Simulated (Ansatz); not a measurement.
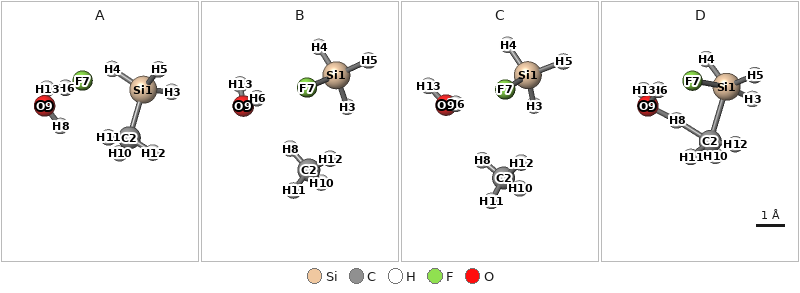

4 geometries from a converged minimum-energy path of CH$_{9}$FOSi, shuffled. A ball-and-stick model, seen at a tilt.

These are results of UKS BHLYP-D4/6-31G* (Ansatz), not measurements. Run with 7 movable images; climbing image; force threshold 0.05 eV/Å; iteration limit 31; starting path through a guess of the saddle point.

Which frame is the top of the path?

Answer. D. In order along the path, whose images run from 0 to 8: A (image 1, +3.0 kJ/mol), D (image 3, +198.4 kJ/mol), B (image 6, −119.6 kJ/mol), C (image 7, −129.2 kJ/mol). Breaking: H6–F7 (0.94 → 1.45 at the top → 2.06 Å), H8–O9 (0.96 → 1.17 at the top → 2.60 Å), Si1–C2 (1.87 → 2.08 at the top → 3.97 Å). Forming: C2–H8 (3.38 → 1.47 at the top → 1.08 Å), H6–O9 (1.67 → 1.02 at the top → 0.96 Å), Si1–F7 (3.35 → 1.80 at the top → 1.61 Å).

Cost: 14 min on 2 threads of Intel(R) Xeon(R) Platinum 8259CL CPU @ 2.50GHz (Skylake/Cascade Lake), on a shared host, peak memory 0.27 GiB.
